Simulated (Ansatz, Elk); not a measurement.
## AsC: X-ray structure factors from the self-consistent density

Structure refinements treat a crystal as free atoms side by side. For a made-up structure of AsC (cell and positions from a PBEsol relaxation) the runs below show what the calculated density changes in F(hkl).

Calculated with Elk 11.2.3 (patched build); DFT, PBE, all-electron APW+lo, Dirac cores, scalar-relativistic bands, static density, no spin.

The structure was built from a prototype and need not be the compound's stable phase.

## (1) The starting structure

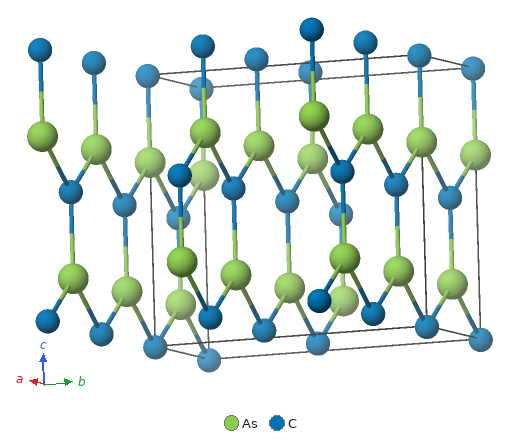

The cell as given, from a free direction (arsenic green, carbon blue). 3×1×1 cells are drawn. This picture shows the conventional cell, with its axes. Some periodic images of atoms are drawn too.

## (2) Ground state and structure factors

An all-electron density is needed, since X-rays see the cores too. Task 0 finds the density and task 195 Fourier-transforms it; tshift is off so that phases refer to the origin typed.

The input, elk.in:

```
tasks
  0
  195

xctype
  20

spinpol
  .false.

rgkmax
  7.0

gmaxvr
  14.0

lmaxo
  7

lmaxapw
  8

swidth
  0.002

tshift
  .false.

ramdisk
  .false.

hmaxvr
  5.5

maxscl
  120

epspot
  1e-06

sppath
  './'

avec
  0.00000000000 6.18602176474 5.73530618320
  2.92554947803 -0.00000000000 5.73530618320
  2.92554947803 6.18602176474 -0.00000000000

atoms
  2
  'As.in'
  1
  0.6775351178 0.6775351178 0.3224648822   0.000000 0.000000 0.000000
  'C.in'
  1
  -0.0037351178 -0.0037351178 1.0037351178   0.000000 0.000000 0.000000

ngridk
  9 9 9
```

On the command line:

```bash
$ OMP_NUM_THREADS=4 elk
```

Numbers of over 12 decimals in the logs are rounded to 6 here.

What it wrote:

```text
┌─────────────────────────┐
│ Elk code version 11.2.3 │
└─────────────────────────┘

All units are atomic (Hartree, Bohr, etc.)

┌─────────────────────────────────────────────────┐
│ Ground-state run starting from atomic densities │
└─────────────────────────────────────────────────┘

Lattice vectors :
   0.000000000       6.186021765       5.735306183
   2.925549478      -0.000000000       5.735306183
   2.925549478       6.186021765      -0.000000000

Reciprocal lattice vectors :
  -1.073847042      0.5078534756      0.5477637206
   1.073847042     -0.5078534756      0.5477637206
   1.073847042      0.5078534756     -0.5477637206

Unit cell volume      :    207.5895535
Brillouin zone volume :    1.194907014

Muffin-tin inner radius fraction :   0.1000000000E-01

Nuclei treated as point charges

Species : 1 (As)
 parameters loaded from : As.in
 name : arsenic
 nuclear charge    :   -33.00000000
 electronic charge :    33.00000000
 atomic mass :    136573.7220
 muffin-tin radius :    2.022391319
 number of radial points in muffin-tin :    993
 inner part over the whole radius :   0.9892802601E-02
 number on inner part of muffin-tin    :    699
 approximate nuclear radius :   0.7712558785E-04
 number of mesh points to nuclear radius :    345
 atomic positions (lattice), magnetic fields (Cartesian) :
  1 :   0.67753512  0.67753512  0.32246488    0.00000000  0.00000000  0.00000000

Species : 2 (C)
 parameters loaded from : C.in
 name : carbon
 nuclear charge    :   -6.000000000
 electronic charge :    6.000000000
 atomic mass :    21894.16674
 muffin-tin radius :    1.516793489
 number of radial points in muffin-tin :    593
 inner part over the whole radius :   0.9967548901E-02
 number on inner part of muffin-tin    :    404
 approximate nuclear radius :   0.4747601631E-04
 number of mesh points to nuclear radius :    168
 atomic positions (lattice), magnetic fields (Cartesian) :
  1 :   0.99626488  0.99626488  0.00373512    0.00000000  0.00000000  0.00000000

Total number of atoms per unit cell :    2
Total muffin-tin volume :    49.26580742
 ratio of muffin-tin to unit cell volume :   0.2373231533

Spin treatment :
 spin-unpolarised

Number of Bravais lattice symmetries :    8
Number of crystal symmetries         :    4
Crystal has no inversion symmetry
Complex Hermitian eigensolver will be used

k-point grid :      9     9     9
k-point offset :    0.000000000       0.000000000       0.000000000
k-point set is reduced with full crystal symmetry group
Total number of k-points :      225

Muffin-tin radius times maximum |G+k| :    7.000000000
 using average radius
Maximum |G+k| for APW functions       :    3.955713182
Maximum (1/2)|G+k|²                   :    7.823833390
Maximum |G| for potential and density :    14.00000000
Constant for pseudocharge density :    7
 order of it for each species :   14  14
 order of it for pair densities of each species (exact exchange by exxq0 0: 15) :   13   5
Radial integration step length :    1

G-vector grid sizes :     40    30    32
Number of G-vectors :     9595

Maximum angular momentum used for
 APW functions            :    8
 outer part of muffin-tin :    7
 inner part of muffin-tin :    2

Total nuclear charge    :   -39.00000000
Total core charge       :    20.00000000
Total valence charge    :    19.00000000
Total excess charge     :    0.000000000
Total electronic charge :    39.00000000

Effective Wigner radius, rₛ :    1.083138749

Number of empty states         :      8
Total number of valence states :     18
Total number of core states    :     20

Third-order local-orbitals added for an l without core states : T
Total number of local-orbitals :     28

Exchange-correlation functional :     20     0     0
 Perdew-Burke-Ernzerhof, Phys. Rev. Lett. 77, 3865 (1996)
 gradient requirement :    1
 generalised gradient approximation (GGA)

Smearing type :    3
 Fermi-Dirac
Smearing width :   0.2000000000E-02
Effective electronic temperature (K) :    631.5500496

Mixing type :    3
[...]
xc potential                :     -116.60254313252
 exchange                    :     -87.495242405799
 correlation                 :     -1.827628
 electron entropic           :    -0.41518001322980E-03
 total energy                :     -2299.5278206892

Density of states at Fermi energy :    31.53535149
 (states/Hartree/unit cell)

Estimated indirect band gap :   0.2635351525E-02
 from k-point 39 to k-point 113
Estimated direct band gap   :   0.2518853451E-01
 at k-point 143

Charges :
 core                        :    20.00000000
 valence                     :    19.00000000
 interstitial                :    3.944016406
 muffin-tins (core leakage)
  species : 1 (As)
   atom 1                    :    30.14842440     (  0.1454797632E-02)
  species : 2 (C)
   atom 1                    :    4.907559193     (  0.4206529662E-04)
 total in muffin-tins        :    35.05598359
 total calculated charge     :    38.99830997
 total charge                :    39.00000000
 error                       :   0.1690030463E-02

RMS change in Kohn-Sham potential (target) :    1.962100869     (  0.1000000000E-05)
Absolute change in total energy (target)   :   0.2778071418E-01 (  0.1000000000E-03)

[... loops 3 to 14 left out ...]

┌──────────────────┐
│ Loop number : 15 │
└──────────────────┘

Energies :
 Fermi                       :     0.256728
 sum of occupied eigenvalues :     -1324.5108119637
 electron kinetic            :      2349.8455174289
 core electron kinetic       :      2162.0059994050
 Coulomb                     :     -4559.6952008845
 Coulomb potential           :     -3558.3460597312
 nuclear-nuclear             :     -283.01575592535
 electron-nuclear            :     -4999.7011511270
 Hartree                     :      723.02170616793
 Madelung                    :     -2780.5221710188
 xc potential                :     -116.01026966134
 exchange                    :     -87.393213506131
 correlation                 :     -1.833942
 electron entropic           :    -0.44244475016725E-03
 total energy                :     -2299.0772819050

Density of states at Fermi energy :    33.46912764
 (states/Hartree/unit cell)

Estimated indirect band gap :   0.1160801650E-02
 from k-point 137 to k-point 174
Estimated direct band gap   :   0.1320193828E-01
 at k-point 143

Charges :
 core                        :    20.00000000
 valence                     :    19.00000000
 interstitial                :    4.128460262
 muffin-tins (core leakage)
  species : 1 (As)
   atom 1                    :    30.45313605     (  0.1416492571E-02)
  species : 2 (C)
   atom 1                    :    4.418403685     (  0.4295853314E-04)
 total in muffin-tins        :    34.87153974
 total calculated charge     :    38.99839563
 total charge                :    39.00000000
 error                       :   0.1604365748E-02

RMS change in Kohn-Sham potential (target) :   0.6454685786E-06 (  0.1000000000E-05)
Absolute change in total energy (target)   :   0.4859145565E-04 (  0.1000000000E-03)

Convergence targets achieved

┌──────────────────┐
│ Loop number : 16 │
└──────────────────┘

Energies :
 Fermi                       :     0.256728
 sum of occupied eigenvalues :     -1324.5108120069
 electron kinetic            :      2349.8455179080
 core electron kinetic       :      2162.0059995956
 Coulomb                     :     -4559.6952007781
 Coulomb potential           :     -3558.3460595974
 nuclear-nuclear             :     -283.01575592535
 electron-nuclear            :     -4999.7011510190
 Hartree                     :      723.02170616622
 Madelung                    :     -2780.5221709794
 xc potential                :     -116.01027031747
 exchange                    :     -87.393213490456
 correlation                 :     -1.833943
 electron entropic           :    -0.44244476811598E-03
 total energy                :     -2299.0772813063

Density of states at Fermi energy :    33.46912746
 (states/Hartree/unit cell)

Estimated indirect band gap :   0.1160794189E-02
 from k-point 137 to k-point 174
Estimated direct band gap   :   0.1320194494E-01
 at k-point 143

Charges :
 core                        :    20.00000000
 valence                     :    19.00000000
 interstitial                :    4.128460247
 muffin-tins (core leakage)
  species : 1 (As)
   atom 1                    :    30.45313608     (  0.1416492585E-02)
  species : 2 (C)
   atom 1                    :    4.418403670     (  0.4295853146E-04)
 total in muffin-tins        :    34.87153975
 total calculated charge     :    38.99839563
 total charge                :    39.00000000
 error                       :   0.1604365827E-02

┌──────────────────────────────┐
│ Self-consistent loop stopped │
└──────────────────────────────┘

Warning : core states of species 1 leak from the muffin-tin :   0.1416492585E-02

Wrote STATE.OUT
```

Wall time 35 s (4 threads of Arm Neoverse V2, shared host); peak memory 0.16 GiB.

SFACRHO.OUT:

```text

h k l indices transformed by vhmat matrix:
   1.000000000       0.000000000       0.000000000    
   0.000000000       1.000000000       0.000000000    
   0.000000000       0.000000000       1.000000000    

      h      k      l  multipl.   |H|            Re(F)            Im(F)           |F|

      0      0      0      1   0.0000000       39.000000      0.23178829E-17   39.000000    
      1      0      1      2   1.0157070       32.609766     -0.78143108E-14   32.609766    
     -1     -1      0      1   1.0955274      -12.611129      -21.671769       25.074013    
      1      1      0      1   1.0955274      -12.611129       21.671769       25.074013    
      0     -1      0      4   1.3080932      -7.7153620       23.806494       25.025507    
      0      0     -1      4   1.3080932      -7.7153620      -23.806494       25.025507    
     -2     -1     -1      2   1.4939347      -12.061822      -19.837264       23.216472    
      2      1      1      2   1.4939347      -12.061822       19.837264       23.216472    
      2      1      2      4   1.9427890      -7.4647255      -20.684214       21.989971    
      1      0      2      4   1.9427890      -7.4647255       20.684214       21.989971    
      2      1      0      4   2.0276756       24.515267       4.4220687       24.910901    
     -1     -2      0      4   2.0276756       24.515267      -4.4220687       24.910901    
     -2      0     -2      2   2.0314139       25.045864      0.12423141E-13   25.045864    
      0      1      1      2   2.1476941       24.197971      0.15454563E-13   24.197971    
     -2     -2      0      1   2.1910549      -3.1792591       21.201948       21.438990    
      2      2      0      1   2.1910549      -3.1792591      -21.201948       21.438990    
     -1      1     -2      2   2.3079911      -10.782104       16.685696       19.866208    
      1     -1      2      2   2.3079911      -10.782104      -16.685696       19.866208
```

Elk indexes on the primitive cell of elk.in and gives |H| = 4π sin θ/λ in inverse bohr. Below, one row stands for each form hkl of the conventional cell (m members, Friedel mates merged), F is for one primitive cell and the density is static (no thermal factor). Free-atom factors are Waasmaier and Kirfel's, and R is Σm||F|−|F'||/Σm|F|. Elk warned that it couldn't find a linearisation energy, which lowers the accuracy of some states in this run and its variants.

```csv
hkl,m,sin θ/λ (Å⁻¹),"abs F, DFT",neutral atoms,diff.,abs of complex diff.
020,2,0.153,32.610,32.447,+0.163,0.163
002,2,0.165,25.074,25.207,-0.133,0.282
111,8,0.197,25.026,25.061,-0.035,0.277
022,4,0.225,23.216,23.321,-0.104,0.216
131,8,0.292,21.990,22.041,-0.051,0.090
113,8,0.305,24.911,24.958,-0.047,0.048
040,2,0.305,25.046,25.020,+0.026,0.026
200,2,0.323,24.198,24.351,-0.152,0.152
004,2,0.330,21.439,21.576,-0.137,0.157
042,4,0.347,19.866,19.925,-0.059,0.082
220,4,0.357,22.988,23.106,-0.118,0.118
202,4,0.363,19.399,19.509,-0.110,0.221
024,4,0.363,20.453,20.571,-0.118,0.128
133,8,0.374,22.418,22.468,-0.050,0.051
222,8,0.393,18.601,18.685,-0.084,0.150
151,8,0.423,18.335,18.367,-0.032,0.032
240,4,0.445,20.209,20.269,-0.060,0.060
115,8,0.449,16.865,16.880,-0.015,0.036
044,4,0.449,18.079,18.140,-0.061,0.062
060,2,0.458,19.830,19.861,-0.031,0.031
204,4,0.461,17.860,17.815,+0.044,0.052
242,8,0.474,16.543,16.590,-0.046,0.059
```

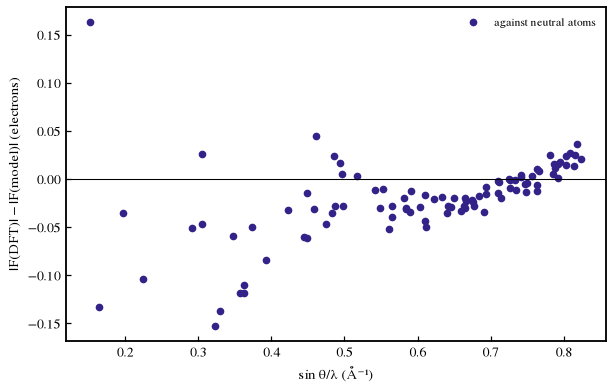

Difference between the calculated structure factors and the independent-atom ones.

## (3) The highest occupied states alone

An energy window below the Fermi level keeps the highest occupied states, to see at which angles they scatter; shallow core shells can lie inside it and anion s states outside. No new self-consistency is needed.

elk.in: that of step 2 with these lines changed.

```diff
@@ -1,3 +1,2 @@
 tasks
-  0
   195
@@ -40,2 +39,5 @@
 
+wsfac
+  -0.110760 0.556730
+
 sppath
```

On the command line:

```bash
$ OMP_NUM_THREADS=4 elk
```

What it wrote:

```text
┌─────────────────────────────────┐
│ Elk code version 11.2.3 started │
└─────────────────────────────────┘

Info(readinput): the functional depends on the density's gradient
 muffin-tin radial points multiplied by    2.00000
 (not where nrmtscf is given)

┌────────────────────┐
│ Current task : 195 │
└────────────────────┘
Info(checkmt): changed muffin-tin radius of species 1 (As) from   2.4000 to   2.0224
Info(checkmt): changed muffin-tin radius of species 2 (C) from   1.8000 to   1.5168

Warning(linengy): could not find 1 linearisation energies in s.c. loop 1

Info(sfacrho): density structure factors written to SFACRHO.OUT

 Energy window :  -0.1107600000      0.5567300000

┌──────────────────┐
│ Elk code stopped │
└──────────────────┘
```

Elapsed: 1.9 s, on 4 threads; peak memory 0.16 GiB.

States within 10 eV below the Fermi level hold 5.89 electrons; any levels below the window count with the cores, and a count that is not whole means the window cuts a band. Their amplitudes can exceed the total, where window and core parts have opposite phase:

```csv
hkl,sin θ/λ (Å⁻¹),"abs F, window","abs F, all"
020,0.153,2.392,32.610
002,0.165,1.208,25.074
111,0.197,1.206,25.026
022,0.225,0.866,23.216
131,0.292,0.488,21.990
113,0.305,0.466,24.911
040,0.305,0.188,25.046
200,0.323,0.247,24.198
004,0.330,0.381,21.439
042,0.347,0.324,19.866
```

[end of part 1 of 2]

[Logs are printed without paths, hosts, clocks, repeated set-up lines and the standing remarks that a program may print on its own settings, such as how far it seeks lower states.]

[Hosts, paths, dates, database ids (printed as entryN), source tags and the programs' standing remarks are cut or masked in the printed files.]
